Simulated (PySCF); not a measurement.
# Run report: HfH$_{2}$O$_{2}$, frequency calculation

The run: frequency calculation of HfH$_{2}$O$_{2}$, multiplicity 3. Method and program: UKS-based PBE0, Hf def2-TZVP with ECP60, O def2-TZVP, H def2-TZVP; non-relativistic Hamiltonian with a scalar-relativistic core potential; density fitting (PySCF 2.14.0).

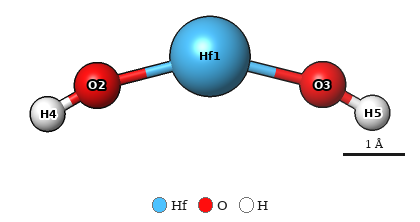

**Figure 1.** The structure as given in the input (ball-and-stick view, seen on its broad side; atoms are numbered from 1 in the order of the input). Sticks mark near contacts.

The input
```python
from pyscf import gto, scf, dft
mol = gto.M(atom='''
Hf    -0.096635    -0.021263    -0.017208
O      0.027616     0.078571     1.913816
O      0.686554     0.078571    -1.786645
H      0.335241     0.178176     2.808999
H      1.284281     0.178176    -2.520612''',
    basis={'Hf': 'def2-TZVP', 'O': 'def2-TZVP', 'H': 'def2-TZVP'},
    ecp={'Hf': 'def2-TZVP'},
    charge=0, spin=2)
mf = dft.UKS(mol, xc='PBE0')
mf.grids.atom_grid = (75, 302)
aux = {'Hf': 'def2-universal-JKFIT', 'O': 'def2-universal-JKFIT', 'H': 'def2-universal-JKFIT'}
mf = mf.density_fit(auxbasis=aux)
mf.conv_tol = 1e-09
mf.diis_space = 10
mf.max_cycle = 60
mf.verbose = 4
mf.kernel()
```

The script is an equivalent of the set-up of the self-consistent field. The run itself was carried out by a driver, which started from the orbitals of the step before it where there was one and computed the further properties.

Launched with:
```bash
OMP_NUM_THREADS=4 python axn.py task.json out
```

The program's output
```
init E= -199.605552129171
  alpha nocc = 16  HOMO = -0.148964905580755  LUMO = 0.01087300317749
  beta  nocc = 14  HOMO = -0.327051326218715  LUMO = -0.06814445857664
  HOMO = -0.148964905581  LUMO = -0.0681444585766  gap/eV = 2.19924
cycle= 1 E= -199.60555212925  delta_E= -7.84e-11  |g|= 3.74e-06  |ddm|= 1.51e-05
  alpha nocc = 16  HOMO = -0.148964713366929  LUMO = 0.0108731947879513
  beta  nocc = 14  HOMO = -0.327051434595721  LUMO = -0.0681443445155381
  HOMO = -0.148964713367  LUMO = -0.0681443445155  gap/eV = 2.19923
Extra cycle  E= -199.605552129323  delta_E= -7.33e-11  |g|= 6.1e-06  |ddm|= 1.54e-05
converged SCF energy = -199.605552129323  <S^2> = 2.0039262  2S+1 = 3.0026164
```

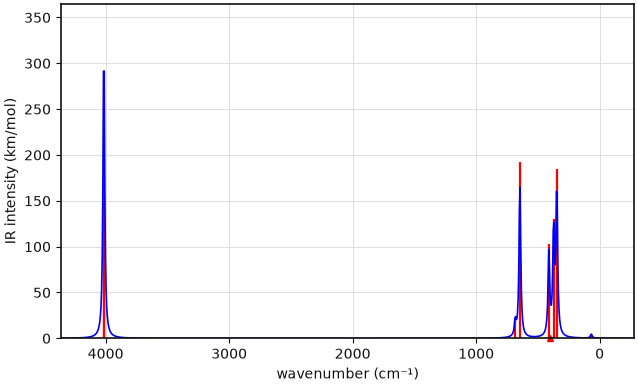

**Figure 2.** Harmonic infrared spectrum, unscaled: sticks (degenerate modes added up, dark ones marked on the axis) with a Lorentzian envelope of 16 cm⁻¹ full width, scaled to the tallest stick. 9 modes from 68 to 4015 cm⁻¹, none imaginary. The strongest line is at 4014 cm⁻¹ (292 km/mol). All modes, in cm⁻¹ (km/mol): 68 (5.0), 347 (184), 373 (130), 401 (0.0), 411 (103), 646 (192), 683 (18.9), 4014 (292), 4015 (74).

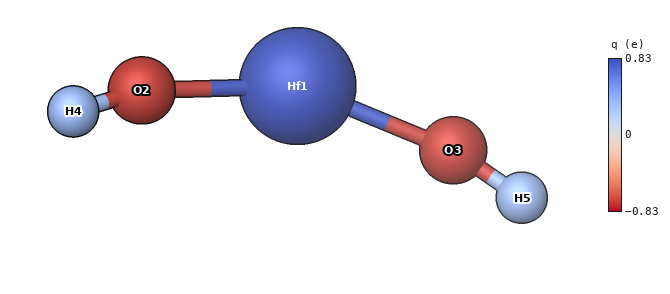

**Figure 3.** Mulliken charges, as the colour of each atom (ball-and-stick view, seen at a tilt; atoms are numbered from 1 in the order of the input; Mulliken charges depend strongly on the basis). By element: Hf +0.79, O −0.71 and H +0.32 e.

Summary

```json
{"quantity": "outcome", "value": "converged"}
{"quantity": "total energy", "value": "−199.605552 hartree"}
{"quantity": "⟨S²⟩", "value": "2.004"}
{"quantity": "zero-point energy", "value": "0.024968 hartree"}
{"quantity": "dipole moment", "value": "1.31 D"}
{"quantity": "wavenumbers, lowest and highest", "value": "68 and 4015 cm⁻¹"}
{"quantity": "hardware", "value": "4 threads of Arm Neoverse V2, 24 GiB of memory available, shared host"}
{"quantity": "wall time", "value": "100 s (CPU time 5.1 min)"}
{"quantity": "peak memory", "value": "1.6 GiB"}
```
